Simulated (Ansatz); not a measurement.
# Calculations on C3H5NO

Part 1: Relaxation

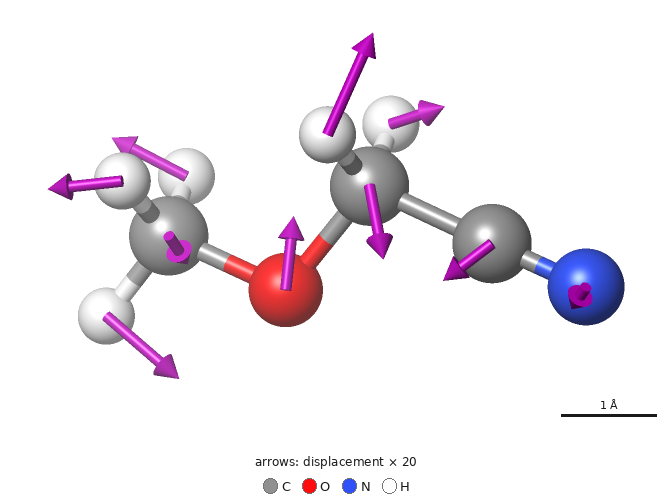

A relaxation of C3H5NO. The starting structure is drawn; purple arrows show the displacements, 20 times their true length. The two geometries are superimposed by the best rigid fit.

A ball-and-stick model, seen at a tilt.

The run prepares an end point of a later path (torsion) calculation, from a guessed geometry.

Theory: RKS PBE/def2-SVP in Ansatz. (no spin polarisation; force threshold 0.015 eV/Å; at most 40 steps)

Describe the change and its energy.

The energy falls by 0.161 eV in 4 geometry steps. Largest force component: 2.9 eV/Å at the start, 0.0096 eV/Å at the end. The largest move after the best rigid fit is that of an H atom, 0.059 Å. By element the largest moves are H 0.059 Å, C 0.044 Å, O 0.039 Å, N 0.020 Å. Near-neighbour distances that change, for instance: C–O 1.454 → 1.405 Å, C–C 1.512 → 1.468 Å, C–H 1.083 → 1.121 Å, C–O 1.432 → 1.412 Å. Among the angles between lasting bonds that change: H–C–H 112.1° → 106.2°, C–O–C 107.7° → 112.2°, O–C–H 109.0° → 112.1°.

Part 2: Relaxation

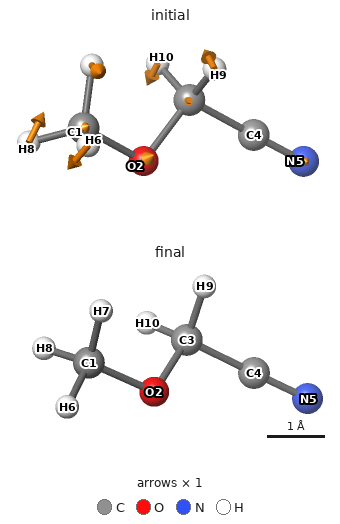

The structure of C$_{3}$H$_{5}$NO before (top) and after (bottom) a relaxation, at one scale. The orange arrows give the displacements, at their true length.

A ball-and-stick model, seen at a tilt.

The run prepares an end point of a later path (torsion) calculation, from a guessed geometry.

The calculation used RKS PBE/def2-SVP in Ansatz 0.2.0.

Input
```yaml
crystal:
  periodic: [false, false, false]
  atoms:
    - { symbol: C, position_ang: [-0.0109, -0.1834, -1.5185] }
    - { symbol: O, position_ang: [0.709, -0.1228, -0.2821] }
    - { symbol: C, position_ang: [2.11545, -0.34562, -0.5772] }
    - { symbol: C, position_ang: [2.87731, -0.25377, 0.72558] }
    - { symbol: "N", position_ang: [3.47149, -0.17494, 1.72002] }
    - { symbol: H, position_ang: [-0.4939, 0.803, -1.7227] }
    - { symbol: H, position_ang: [0.7402, -0.3413, -2.333] }
    - { symbol: H, position_ang: [-0.7412, -0.9815, -1.5227] }
    - { symbol: H, position_ang: [2.47733, 0.46391, -1.21027] }
    - { symbol: H, position_ang: [2.29266, -1.31879, -1.01822] }
basis:
  gaussian: { orbitals: def2-SVP }
hamiltonian:
  xc: pbe
relax:
  f_tol: 0.015
  max_steps: 40
```

Command:
```bash
ansatz run input.yaml --threads 2 --pin off --max-ram 3072MiB --backend cpu --events-out ev --progress --plain --runs-dir out
```

### What changed between the two?

H7 moves most after the best rigid fit: 0.77 Å. By element the largest moves are H 0.77 Å, O 0.33 Å, C 0.16 Å, N 0.14 Å. Near-neighbour distances that change, for instance: O2–C3 1.454 → 1.405 Å, C3–C4 1.512 → 1.469 Å, C1–H8 1.082 → 1.117 Å, C3–H9 1.090 → 1.121 Å. Bond angles that change, for instance: H9–C3–H10 112.1° → 106.2°, O2–C1–H7 107.3° → 112.1°, C1–O2–C3 107.7° → 112.2°. Groups turn about C1–O2 by about 60°. Over 10 geometry steps the energy falls by 30.4 kJ/mol. The largest force component goes from 2.9 to 0.005 eV/Å.

Part 3: Path

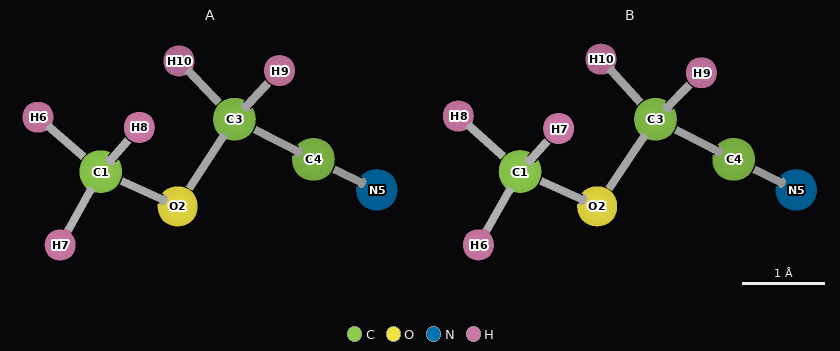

The two relaxed end points of a path for C3H5NO. A ball-and-stick model, seen from a free direction.

All numbers below come from RKS PBE/def2-SVP in Ansatz 0.2.0.

The input:
```yaml
crystal:
  periodic: [false, false, false]
  atoms:
    - { symbol: C, position_ang: [0.007616, -0.164376, -1.520528] }
    - { symbol: O, position_ang: [0.671849, -0.111527, -0.27596] }
    - { symbol: C, position_ang: [-0.215043, 0.117542, 0.789196] }
    - { symbol: C, position_ang: [0.521088, 0.16164, 2.059075] }
    - { symbol: "N", position_ang: [1.090402, 0.200015, 3.080464] }
    - { symbol: H, position_ang: [-0.520234, 0.791607, -1.756827] }
    - { symbol: H, position_ang: [0.777433, -0.344852, -2.294451] }
    - { symbol: H, position_ang: [-0.74262, -0.991266, -1.562343] }
    - { symbol: H, position_ang: [-0.995499, -0.683508, 0.868674] }
    - { symbol: H, position_ang: [-0.769792, 1.085326, 0.676102] }
basis:
  gaussian: { orbitals: def2-SVP }
hamiltonian:
  xc: pbe
neb:
  order_check: false
  images: 9
  f_tol: 0.05
  max_iterations: 60
  initial_path: idpp
  final_atoms:
    - { symbol: C, position_ang: [-0.03862818, 0.04373965, -1.52930259] }
    - { symbol: O, position_ang: [0.56491565, 0.37640317, -0.29726545] }
    - { symbol: C, position_ang: [-0.1618683, -0.11640934, 0.79922251] }
    - { symbol: C, position_ang: [0.4956286, 0.26772853, 2.0551125] }
    - { symbol: "N", position_ang: [1.00631229, 0.56598739, 3.06474063] }
    - { symbol: H, position_ang: [0.59679924, 0.46774703, -2.32968381] }
    - { symbol: H, position_ang: [-0.11171178, -1.06133476, -1.67728229] }
    - { symbol: H, position_ang: [-1.06638762, 0.47208251, -1.62277091] }
    - { symbol: H, position_ang: [-0.2490346, -1.23397544, 0.77950724] }
    - { symbol: H, position_ang: [-1.2108253, 0.27863226, 0.82112417] }
```

Command:
```bash
ansatz run input.yaml --threads 2 --pin off --max-ram 3072MiB --backend cpu --events-out ev --progress --plain --runs-dir out
```

Q: Predict the minimum-energy path and its barrier.

A: The barrier is about 2.70 kcal/mol in both directions, with image 5 at the top; the ends have the same energy. The motion is a rotation about the C1–O2 bond by about 120°. No bond forms or breaks between the ends. Among the angles between lasting bonds that change up to the highest image: O2–C1–H7 107.2° → 110.0°, O2–C1–H6 112.1° → 110.0°. The band converged in 4 iterations. The largest component of the band force went from 1.2 to 0.026 eV/Å. The climbing image converged on the top of the path. Its vibrational analysis gives one imaginary mode (239i cm⁻¹), as a transition state must have.

Energies of the converged images:

```tsv
image	path (Å)	E (kcal/mol)
0	0.00	0.00
1	0.31	0.14
2	0.62	0.66
3	0.93	1.50
4	1.24	2.34
5	1.55	2.70
6	1.86	2.34
7	2.17	1.49
8	2.48	0.64
9	2.80	0.13
10	3.11	0.00
```

The geometry at the top of the path:

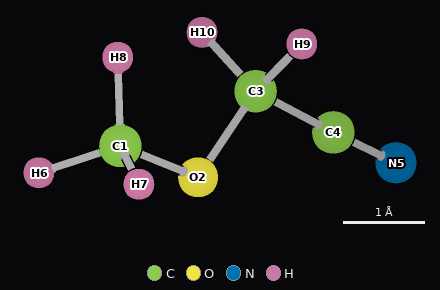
